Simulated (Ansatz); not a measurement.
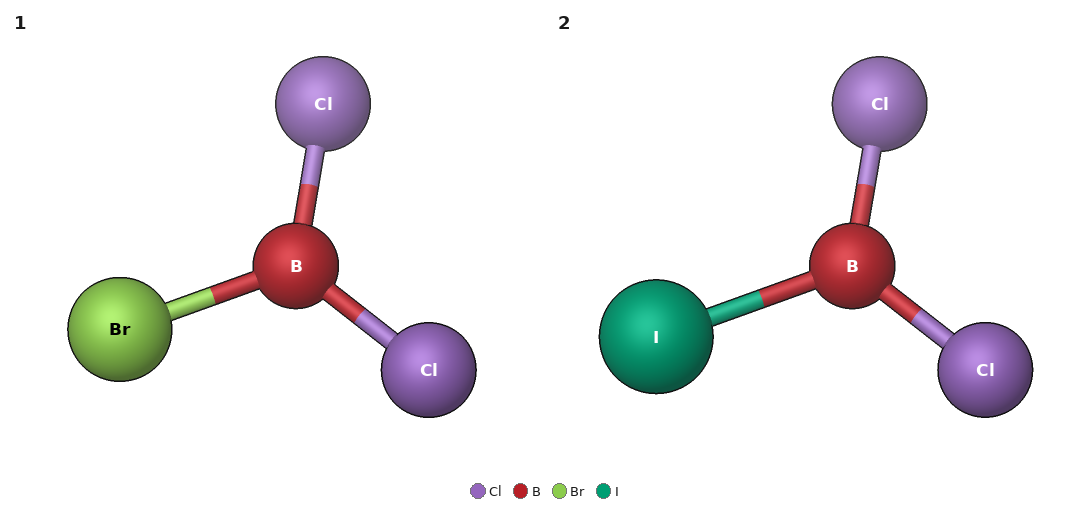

2 molecules with one skeleton, seen from the same side and at one scale. Each species is neutral and a spin singlet. Computed geometries: PBE0-D4/def2-TZVP optimisations, one conformation each. Properties computed with Ansatz 0.2.0. Elements past Kr carry core potentials.

One atom differs, called X below: Br in panel 1, I in panel 2. Their formulas are BBrCl2 (`ClB(Cl)Br`), BICl2 (`ClB(Cl)I`).

> In which is the length of X–B larger (PBE0-D4/def2-TZVP)?

In panel 2 (X = I).

> In which is the HOMO energy (Kohn–Sham orbital) higher (PBE0-D4/def2-QZVPP)?

In panel 2 (X = I).

Give the values. With PBE0-D4/def2-TZVP: length of X–B (Å), mean angle Cl–B–X (°), harmonic X–B stretching wavenumber (cm⁻¹). With PBE0-D4/def2-QZVPP: HOMO energy (Kohn–Sham orbital) (eV), HOMO–LUMO gap (eV).

```json
{"quantity": "length of X–B (Å)", "1 (Br)": "1.901", "2 (I)": "2.118", "2 − 1": "+0.217"}
{"quantity": "mean angle Cl–B–X (°)", "1 (Br)": "119.9", "2 (I)": "120.0", "2 − 1": "+0.1"}
{"quantity": "HOMO energy (Kohn–Sham orbital) (eV)", "1 (Br)": "−8.68", "2 (I)": "−7.91", "2 − 1": "+0.77"}
{"quantity": "HOMO–LUMO gap (eV)", "1 (Br)": "6.79", "2 (I)": "5.87", "2 − 1": "−0.92"}
{"quantity": "harmonic X–B stretching wavenumber (cm⁻¹)", "1 (Br)": "896", "2 (I)": "846", "2 − 1": "−50"}
```
